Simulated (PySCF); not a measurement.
Molecule (SMILES): C1CN1.
Geometry (B3LYP-D3(BJ)/def2-TZVP, fixed):
```
C
H 1 1.0830
H 1 1.0841 2 114.71
N 1 1.4686 2 114.80 3 -142.73
H 4 1.0144 1 110.39 2 146.03
C 4 1.4686 5 110.39 1 -65.01
H 6 1.0830 4 114.80 5 -146.03
H 6 1.0841 7 114.71 4 -142.73
```
Charge 0, spin multiplicity 1.

Basis-set convergence of the mean static polarisability at PBE0 with PySCF. All functions are spherical. Density fitting with generated auxiliary sets. No added dispersion term, no relativity. Reference: the value in aug-pcseg-2, 33.08 bohr³, itself unsure by roughly 0.1 % (its distance from aug-cc-pVTZ). Deviations are taken from unrounded values. Cost is core time over that of 6-31G**, rough, on shared machines of one kind.

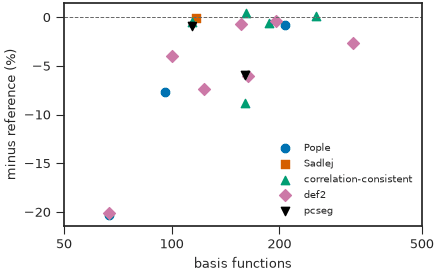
Deviation from the reference against the number of basis functions, by family of sets.

| basis | functions | mean static polarisability (bohr³) | minus reference (%) | cost |
|---|---|---|---|---|
| 6-31G** | 67 | 26.34 | -20.4 | 1× |
| def2-SVP | 67 | 26.44 | -20.1 | 1× |
| 6-311+G** | 96 | 30.53 | -7.7 | 1× |
| def2-SVPD | 100 | 31.77 | -4.0 | 1× |
| aug-cc-pVDZ | 114 | 32.92 | -0.5 | 2× |
| aug-pcseg-1 | 114 | 32.78 | -0.9 | 2× |
| Sadlej pVTZ | 117 | 33.06 | -0.1 | 2× |
| def2-TZVP | 123 | 30.63 | -7.4 | 2× |
| def2-TZVPD | 156 | 32.84 | -0.7 | 3× |
| cc-pVTZ | 160 | 30.16 | -8.8 | 3× |
| pcseg-2 | 160 | 31.10 | -6.0 | 3× |
| d-aug-cc-pVDZ | 161 | 33.21 | 0.4 | 3× |
| def2-TZVPP | 163 | 31.09 | -6.0 | 3× |
| jun-cc-pV(T+d)Z | 187 | 32.89 | -0.6 | 4× |
| def2-TZVPPD | 196 | 32.94 | -0.4 | 5× |
| 6-311++G(3df,3pd) | 207 | 32.81 | -0.8 | 5× |
| aug-cc-pVTZ | 253 | 33.12 | 0.1 | 9× |
| def2-QZVPP | 321 | 32.20 | -2.6 | 20× |
